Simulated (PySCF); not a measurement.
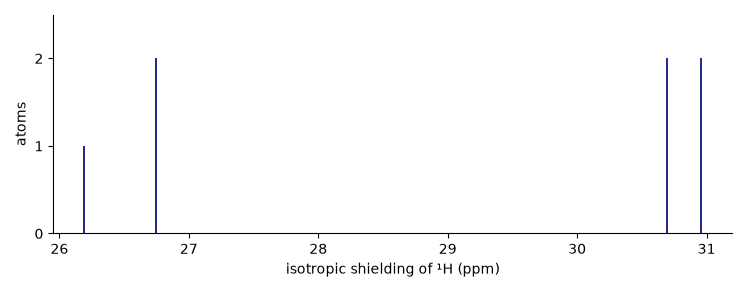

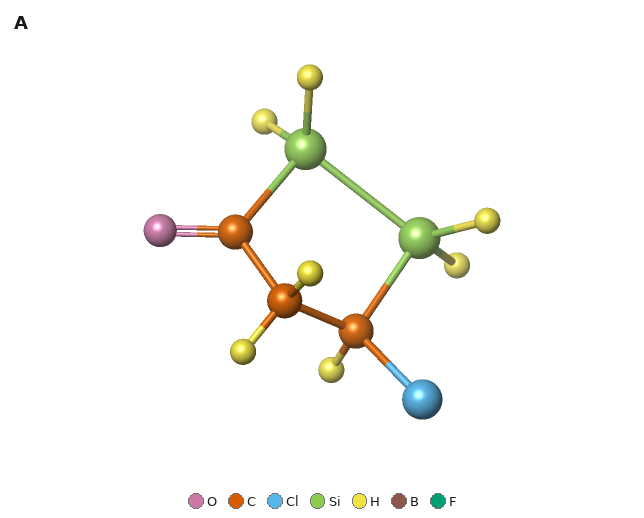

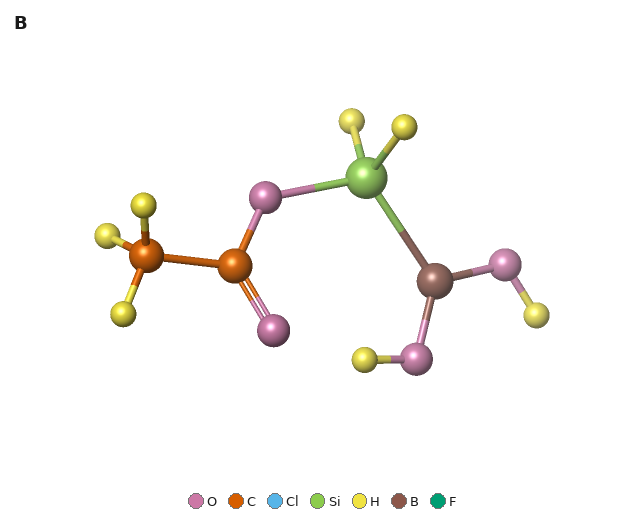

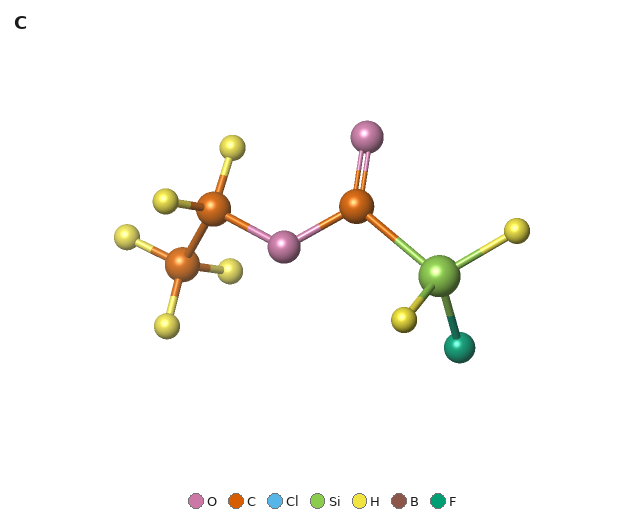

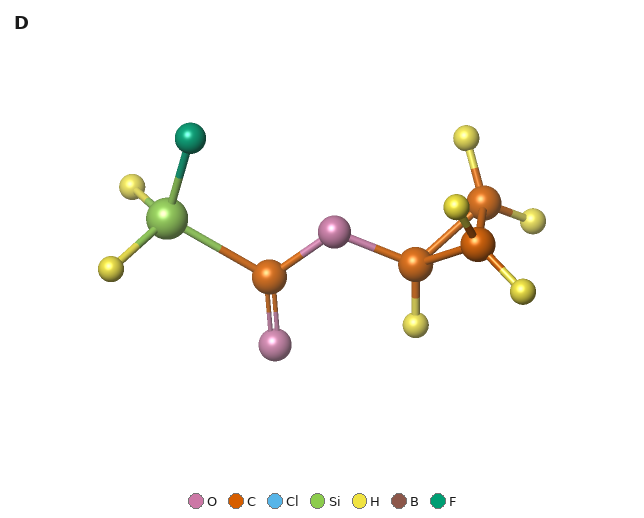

The sticks are computed shieldings of one of the molecules, for one fixed geometry (GFN2-xTB) without averaging over rotations. Low shielding means a high chemical shift. Method: GIAO PBE0/pcSseg-1 NMR shielding, non-relativistic, gas phase (PySCF 2.14.0).

Which molecule gives this pattern?

Answer. D, `O=C(OC1CC1)[SiH2]F`. Its 7 H atoms give lines at 26.19, 26.75 (2 atoms), 30.70 (2 atoms), 30.96 (2 atoms) ppm.

The geometry is semi-empirical. Around Si such bond lengths and angles can be off by a tenth of an ångström or more and by several degrees, and values that hang on the shape move with them.
